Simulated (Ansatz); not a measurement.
# Calculations on TaHBrCl3F2

Part 1: Relaxation

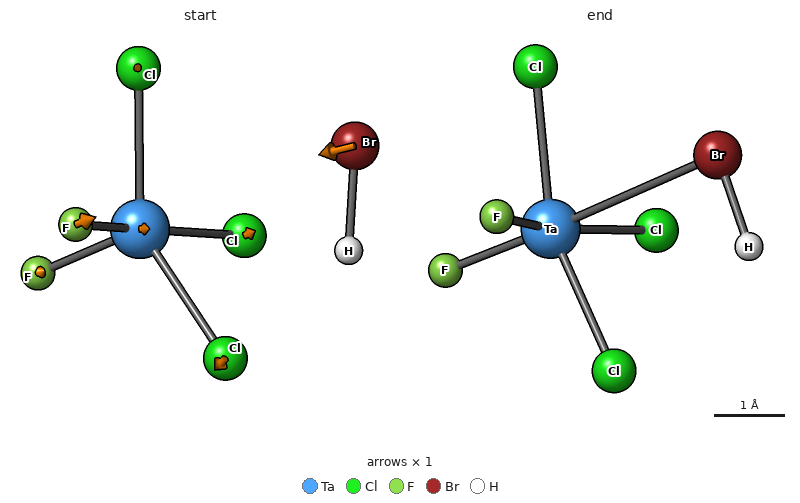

The structure of TaHBrCl3F2 before (left) and after (right) a relaxation, at one scale. The orange arrows give the displacements, at their true length.

Style: ball-and-stick. Shown at a tilt.

The run prepares an end point of a later path (reaction) calculation, from a guessed geometry.

Method: RKS PBE/def2-SVP (Ansatz). Settings: no spin polarisation; force threshold 0.03 eV/Å; at most 50 steps.

### Describe what moved and what it gained.

The energy falls by 19.7 kJ/mol in 11 geometry steps. The largest force component goes from 1 to 0.0067 eV/Å. The largest move after the best rigid fit is that of the Br atom, 0.61 Å. Largest moves by element: Br 0.61 Å, F 0.36 Å, Cl 0.29 Å, Ta 0.18 Å, H 0.07 Å. Near-neighbour distances that change, for instance: Br–Ta 3.849 → 3.074 Å, Br–Cl 3.869 → 3.431 Å, Cl–Ta 2.438 → 2.357 Å, Br–H 1.506 → 1.442 Å. New bonds form, among them: Br–Ta (3.85 → 3.07 Å). Bond angles that change, for instance: Cl–Ta–Cl 140.7° → 157.2°, Cl–Ta–F 110.4° → 101.2°, Cl–Ta–F 108.8° → 101.4°. Cost: 35 s on 4 threads of Arm Neoverse V1, with other jobs on the host, peak memory 0.25 GiB.

Limits of the set-up: the start holds two separate molecules, 2.6 Å apart at their closest, whose relative position is a soft coordinate and is computed without a dispersion correction.

Part 2: Relaxation

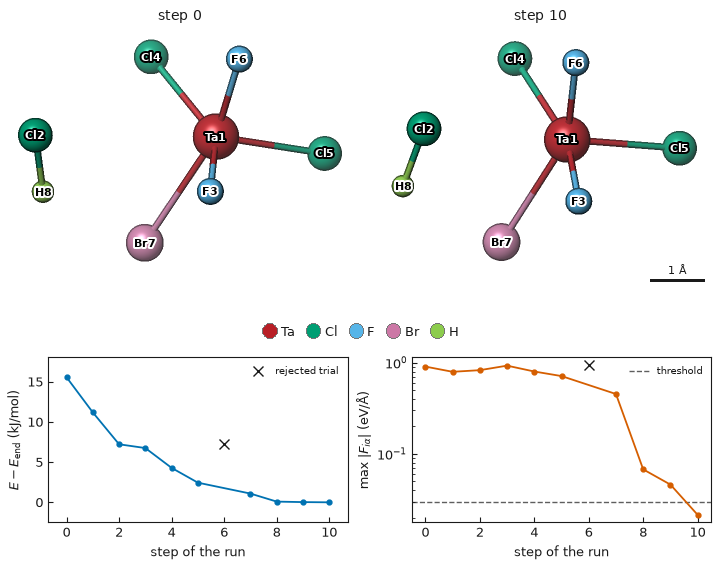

First and last geometry of a relaxation of TaHBrCl3F2, with the history of the run. The picture is a ball-and-stick view, seen at a tilt.

The run prepares an end point of a later path (reaction) calculation, from a guessed geometry.

All numbers below come from RKS PBE/def2-SVP (Ansatz).

Input file:
```yaml
crystal:
  periodic: [false, false, false]
  atoms:
    - { symbol: Ta, position_ang: [-0.392671, 0.543869, -0.216705] }
    - { symbol: Cl, position_ang: [3.135186, -0.447139, -0.317058] }
    - { symbol: F, position_ang: [0.425867, 0.627875, 1.471679] }
    - { symbol: Cl, position_ang: [-0.037927, -0.167659, -2.387626] }
    - { symbol: Cl, position_ang: [-2.470872, 1.447539, -0.105738] }
    - { symbol: F, position_ang: [-0.811842, -1.238331, 0.236347] }
    - { symbol: Br, position_ang: [0.987749, 2.707631, -0.745933] }
    - { symbol: H, position_ang: [3.020309, 0.879315, -0.465865] }
basis:
  gaussian: { orbitals: def2-SVP }
hamiltonian:
  xc: pbe
relax:
  f_tol: 0.03
  max_steps: 50
```

Command:
```bash
ansatz run input.yaml --threads 4 --pin off --max-ram 5120MiB --backend cpu --events-out ev --progress --plain --runs-dir out
```

Question: What do the curves and the structures tell?

Answer: It converged. The energy falls by 15.6 kJ/mol in 9 accepted moves (10 points after the start). Largest force component: 0.91 eV/Å at the start, 0.022 eV/Å at the end. The line search rejected the trial step at point 6 of the run. The largest move after the best rigid fit is that of Cl2, 0.55 Å. By element the largest moves are Cl 0.55 Å, F 0.46 Å, Ta 0.17 Å, H 0.13 Å, Br 0.06 Å. Among the contacts that change: Ta1–Cl2 3.666 → 2.992 Å, Ta1–Br7 2.621 → 2.525 Å, Cl2–H8 1.340 → 1.307 Å, Ta1–Cl4 2.312 → 2.342 Å. Bond angles that change, for instance: F3–Ta1–Cl4 142.3° → 160.6°, F3–Ta1–Cl5 109.7° → 99.1°, Cl4–Ta1–Cl5 108.0° → 100.2°. Cost: 33 s on 4 threads of Arm Neoverse V1 (shared host), peak memory 0.26 GiB.

Limits of the set-up: the start holds two separate molecules, 2.7 Å apart at their closest, whose relative position is a soft coordinate and is computed without a dispersion correction.

Part 3: Path

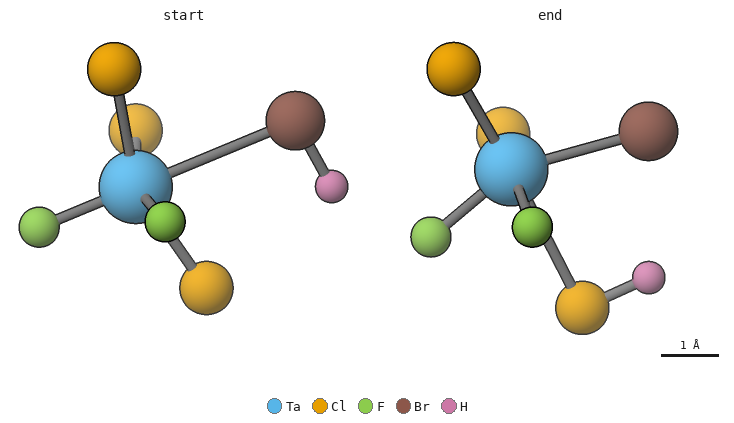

The two relaxed end points of a path for TaHBrCl3F2. Style: ball-and-stick. Shown at a tilt.

Theory: RKS PBE/def2-SVP (Ansatz).

Settings: 5 movable images; climbing image; force threshold 0.05 eV/Å; iteration limit 60.

Start:
```xyz
8

Ta    0.0013   -0.0147   -0.1137
Cl    2.2565   -0.6896   -0.2243
F     0.3996    0.6438    1.6195
Cl   -0.1599   -0.2552   -2.4383
Cl   -1.8141    1.4673   -0.1419
F    -0.8247   -1.5983    0.3894
Br    1.3311    2.6723   -0.7943
H     2.6660    2.1274   -0.8274
```

End:
```xyz
8

Ta   -0.2193    0.5401   -0.2106
Cl    2.6264   -0.3773   -0.3109
F     0.3681    0.8477    1.5651
Cl   -0.2046   -0.1009   -2.4632
Cl   -2.3901    1.1838    0.0111
F    -0.2641   -1.2925    0.2457
Br    0.9391    2.7002   -0.8177
H     3.0003    0.8521   -0.5505
```

Predict the minimum-energy path and its barrier.

The highest point, image 3, lies 0.236 eV above the start and 0.260 eV above the end; the end is at −0.024 eV relative to the start. A hydrogen atom shifts from one atom to another. Breaking: Br7–H8 (1.44 → 1.69 at the top → 2.78 Å). Forming: Cl2–H8 (2.91 → 1.61 at the top → 1.31 Å). The band converged in 12 iterations. The largest component of the band force went from 4.5 to 0.024 eV/Å. The climbing image converged on the top of the path. Its vibrational analysis gives one imaginary mode (229i cm⁻¹), as a transition state must have.

Energies of the converged images:

| image | path (Å) | E (eV) |
| --- | --- | --- |
| 0 | 0.00 | 0.000 |
| 1 | 0.41 | 0.024 |
| 2 | 0.83 | 0.111 |
| 3 | 1.24 | 0.236 |
| 4 | 1.63 | 0.101 |
| 5 | 2.02 | -0.001 |
| 6 | 2.40 | -0.024 |

The geometry at the top of the path:

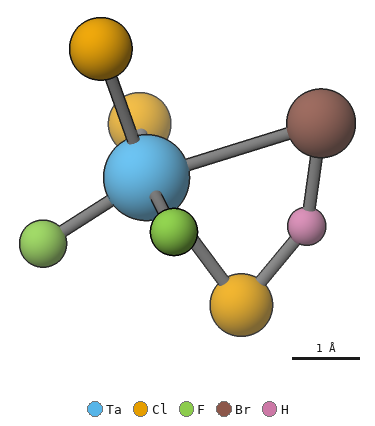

Cost: 2.8 min on 4 threads of Arm Neoverse V1, on a shared host, peak memory 0.27 GiB.
